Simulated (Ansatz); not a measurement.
Frequency calculation, with input and output: AlNH$_{4}$F$_{2}$

System: AlNH$_{4}$F$_{2}$.
Method: RKS PBE-D4/6-31G* (Ansatz 0.2.0).

It belongs to a series of runs on one base structure; here: vibrations at the highest image of the band.

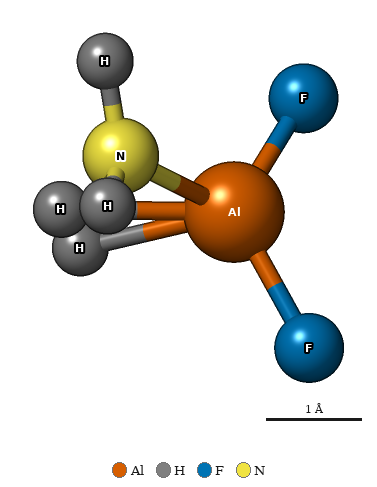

The structure (ball-and-stick view, seen at a tilt). Sticks mark near contacts.

**The input**
```yaml
crystal:
  periodic: [false, false, false]
  atoms:
    - { symbol: Al, position_ang: [0.064848, -0.354722, -0.008686] }
    - { symbol: H, position_ang: [-0.210294, 0.050123, 1.747718] }
    - { symbol: F, position_ang: [1.54107, 0.262772, -0.46716] }
    - { symbol: F, position_ang: [-1.314124, 0.013915, -0.865841] }
    - { symbol: "N", position_ang: [0.102688, -2.064328, 0.788436] }
    - { symbol: H, position_ang: [-0.67603, -2.722619, 0.686833] }
    - { symbol: H, position_ang: [0.980447, -2.579635, 0.908073] }
    - { symbol: H, position_ang: [-0.120607, -0.951606, 1.703327] }
basis:
  gaussian: { orbitals: "6-31G*" }
hamiltonian:
  xc: pbe
  dispersion: d4
phonons: {}
```

Machine: 1 thread of Intel Xeon (Sapphire Rapids), 16 GiB of memory available, shared host.

Launched with:
```bash
ansatz run input.yaml --threads 1 --pin off --max-ram 2048MiB --backend cpu --events-out ev --progress --plain --runs-dir out
```

**Log**
```
Engine: ansatz 0.2.0, x86_64-unknown-linux-gnu
Functional definition: PBE
  parameter kappa = 0.804
  parameter beta = 0.06672455060314922
  exchange = pbe_x(kappa = kappa, mu = beta*pi^2/3)
  correlation = pbe_c(beta = beta)
824 factors; their error is unknown
mean field evaluation 1: about -13567.7308 eV, gradient 7.6e1 eV
mean field evaluation 2: about -13532.3376 eV, gradient 1.5e2 eV
mean field evaluation 4: about -13577.7664 eV, gradient 5.2e0 eV
mean field evaluation 8: about -13577.8456 eV, gradient 2.3e-1 eV
mean field evaluation 16: about -13577.8129 eV, gradient 7.9e-5 eV
mean field -13577.81289903 eV, -498.9754206673 hartree, gradient 7.9e-5 eV, S^2 0.000000; 0 other end points of the search recorded, 0 dependent functions left out
the calculation of the forces begins
reference -13577.81294798 eV, -498.9754224661 hartree; 21, 21 occupied and 51, 51 virtual orbitals, 824 factors
these checks for a lower state are left out or cut short: stability, starts, cluster_reference, orbital_swaps, neighbouring_geometries, increment
824 factors; their error is unknown
mean field -13577.81272199 eV, -498.9754141611 hartree, gradient 2.8e-6 eV, S^2 0.000000; 0 other end points of the search recorded, 0 dependent functions left out
[... from here on the field's lines of each further geometry are left out, up to the last ...]
the calculation of the forces begins
reference -13577.81295413 eV, -498.9754226922 hartree; 21, 21 occupied and 51, 51 virtual orbitals, 824 factors
these checks for a lower state are left out or cut short: stability, starts, cluster_reference, orbital_swaps, neighbouring_geometries, increment
824 factors; their error is unknown
mean field -13577.81283879 eV, -498.9754184533 hartree, gradient 2.0e-6 eV, S^2 0.000000; 0 other end points of the search recorded, 0 dependent functions left out
the calculation of the forces begins
reference -13577.81288774 eV, -498.9754202522 hartree; 21, 21 occupied and 51, 51 virtual orbitals, 824 factors
WARN: phonons: modes at or below zero, which the zero-point energy, F, S and C_V leave out: 1, the lowest at -1076.93 cm⁻¹. A minimum has none, and a first-order saddle one
Total energy: -13577.92467200 eV, -498.9795282482 hartree
Atom 0 at     0.064848    -0.354722    -0.008686 Å, force    -0.009495    -0.012244    -0.008887 eV/Å
Atom 1 at    -0.210294     0.050123     1.747718 Å, force    -0.007556    -0.010848    -0.022563 eV/Å
Atom 2 at     1.541070     0.262772    -0.467160 Å, force     0.002063     0.010219    -0.004782 eV/Å
Atom 3 at    -1.314124     0.013915    -0.865841 Å, force     0.006754     0.011294     0.004471 eV/Å
Atom 4 at     0.102688    -2.064328     0.788436 Å, force    -0.005347     0.030076     0.002926 eV/Å
Atom 5 at    -0.676030    -2.722619     0.686833 Å, force     0.001505    -0.002675     0.000127 eV/Å
Atom 6 at     0.980447    -2.579635     0.908073 Å, force    -0.005874    -0.001605     0.013122 eV/Å
Atom 7 at    -0.120607    -0.951606     1.703327 Å, force     0.017949    -0.024218     0.015586 eV/Å
Dipole moment:     0.003710    -0.659352     0.383078 e Å
Vibrations: -1076.93 166.26 231.64 288.38 314.79 507.85 611.83 657.23 705.36 809.01 940.52 942.39 1416.59 1534.72 1744.94 1774.22 3438.06 3544.19 cm⁻¹, zero-point energy 1.216779 eV
```

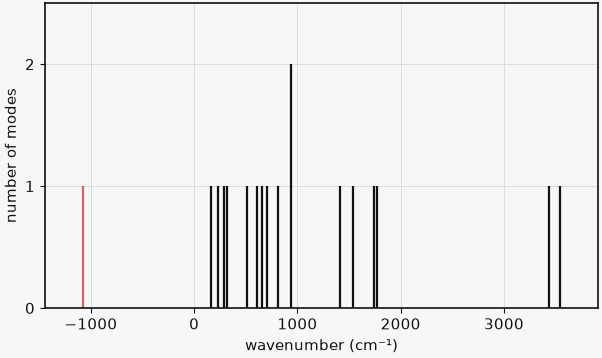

Harmonic vibrational wavenumbers from the force constants; neighbouring modes closer than 21 cm⁻¹ are counted in one stick, and imaginary ones are drawn at negative wavenumbers. 18 modes from 1077i to 3544 cm⁻¹, 1 imaginary beyond 8i (1077i cm⁻¹): a first-order saddle point, if the geometry is stationary.

**Summary**

```csv
quantity,value
outcome,converged
total energy,−13577.9247 eV
mean-field energy,−13577.8129 eV
largest force (length of the vector),0.034 eV/Å
wall time,41 s
peak memory,0.12 GiB
```
